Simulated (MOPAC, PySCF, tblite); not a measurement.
Bond stretch in SMILES Cl[SiH3], singlet. The Si1–H5 bond (Si1 also carries Cl, H, H; H5 carries nothing else) is varied alone, starting from the PBE0/def2-TZVP optimised geometry.

```
5

Si     0.0000     0.0000     0.0000
Cl     1.7059    -0.9392    -0.6528
H     -1.1728    -0.7422    -0.5160
H      0.0000     1.3880    -0.5160
H      0.0000     0.0000     1.4808
```

Levels of theory: PM6, restricted, heats of formation (MOPAC); RKS-B3LYP/6-31G* = restricted B3LYP/6-31G*, spherical d run with PySCF; GFN2-xTB, 300 K electronic temperature (tblite); RHF/def2-TZVP (PySCF); CASSCF(2,2)/def2-TZVP (PySCF).

Energies are in kcal/mol, each relative to the lowest point of its own curve near equilibrium.

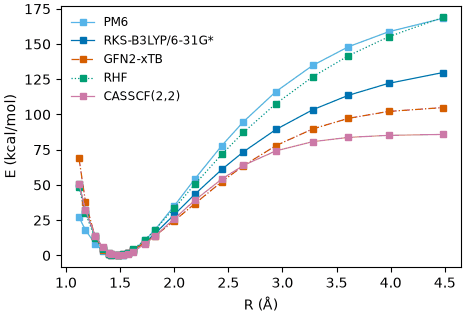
Energy against bond length for each method.

| R / Å | PM6 | RKS-B3LYP/6-31G* | GFN2-xTB | RHF | CASSCF(2,2) |
|---|---|---|---|---|---|
| 1.12 | 27.2 | 50.9 | 69.0 | 48.4 | 50.7 |
| 1.18 | 18.0 | 31.9 | 38.0 | 29.9 | 32.1 |
| 1.27 | 8.2 | 13.5 | 12.9 | 12.2 | 14.0 |
| 1.34 | 3.4 | 5.4 | 4.0 | 4.5 | 5.8 |
| 1.40 | 1.0 | 1.6 | 0.7 | 1.1 | 1.9 |
| 1.42 | 0.5 | 0.9 | 0.2 | 0.5 | 1.1 |
| 1.48 | 0.0 | 0.0 | 0.0 | 0.0 | 0.0 |
| 1.53 | 0.6 | 0.5 | 0.9 | 0.8 | 0.2 |
| 1.57 | 1.7 | 1.5 | 2.0 | 2.1 | 1.0 |
| 1.62 | 3.8 | 3.4 | 3.9 | 4.3 | 2.7 |
| 1.73 | 10.6 | 9.3 | 9.0 | 11.1 | 8.0 |
| 1.82 | 18.0 | 15.4 | 13.8 | 18.0 | 13.6 |
| 2.00 | 35.1 | 28.9 | 24.5 | 33.5 | 26.0 |
| 2.19 | 54.2 | 43.4 | 36.7 | 50.5 | 39.1 |
| 2.44 | 78.0 | 61.0 | 52.3 | 71.8 | 54.2 |
| 2.64 | 94.9 | 73.5 | 63.7 | 87.3 | 63.9 |
| 2.94 | 116.3 | 89.4 | 77.9 | 107.7 | 74.2 |
| 3.28 | 134.9 | 103.4 | 89.8 | 126.8 | 80.7 |
| 3.61 | 148.1 | 113.6 | 97.3 | 141.7 | 83.8 |
| 3.98 | 158.7 | 122.1 | 102.2 | 155.1 | 85.2 |
| 4.48 | 168.2 | 129.7 | 104.9 | 168.9 | 85.8 |

At the longest distance, 4.48 Å, RHF lies highest above its minimum (168.9 kcal/mol) and CASSCF(2,2) lowest (85.8 kcal/mol).

The restricted form behind PM6, RKS-B3LYP/6-31G*, RHF keeps the bonding electrons paired and can't separate into open-shell fragments.
